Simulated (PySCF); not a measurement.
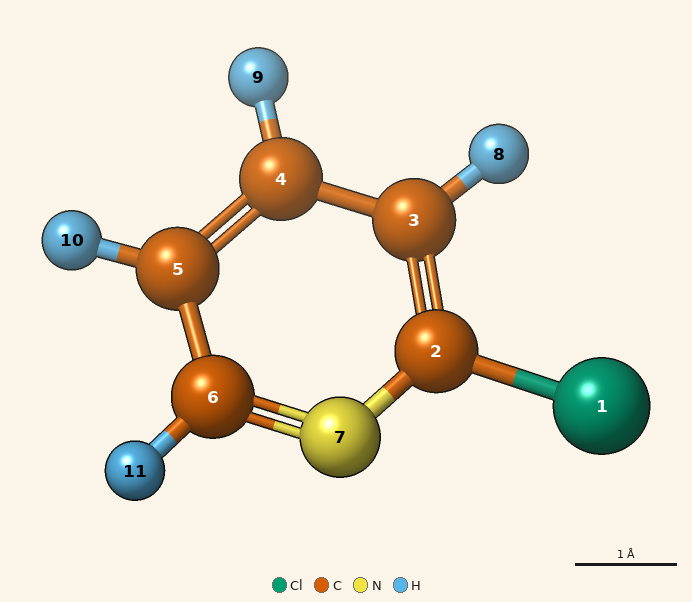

Orthographic view. Distant atoms are faded towards the background colour. The geometry was computed by an optimisation with PBE0-D3(BJ)/def2-SVP. No frequency run is at hand to confirm it as a minimum.

Write a MOL file (V2000) with the atoms in numerical order, bonds sorted by atom number with the orders drawn, and coordinates in the frame of the picture: x right, y up, z towards the viewer, origin at the mean position.

```
C5H4ClN
                    3D

 11 11  0  0  0  0  0  0  0  0999 V2000
    2.8800   -1.1400    0.4100 Cl  0  0  0  0  0  0  0  0  0  0  0  0
    1.2400   -0.6000    0.2200 C   0  0  0  0  0  0  0  0  0  0  0  0
    1.0200    0.7000   -0.2500 C   0  0  0  0  0  0  0  0  0  0  0  0
   -0.3000    1.1100   -0.4000 C   0  0  0  0  0  0  0  0  0  0  0  0
   -1.3300    0.2200   -0.0800 C   0  0  0  0  0  0  0  0  0  0  0  0
   -0.9800   -1.0500    0.3700 C   0  0  0  0  0  0  0  0  0  0  0  0
    0.2800   -1.4500    0.5200 N   0  0  0  0  0  0  0  0  0  0  0  0
    1.8600    1.3600   -0.4800 H   0  0  0  0  0  0  0  0  0  0  0  0
   -0.5300    2.1200   -0.7500 H   0  0  0  0  0  0  0  0  0  0  0  0
   -2.3800    0.5000   -0.1800 H   0  0  0  0  0  0  0  0  0  0  0  0
   -1.7500   -1.7800    0.6300 H   0  0  0  0  0  0  0  0  0  0  0  0
  1  2  1  0
  2  3  2  0
  2  7  1  0
  3  4  1  0
  3  8  1  0
  4  5  2  0
  4  9  1  0
  5  6  1  0
  5 10  1  0
  6  7  2  0
  6 11  1  0
M  END
```
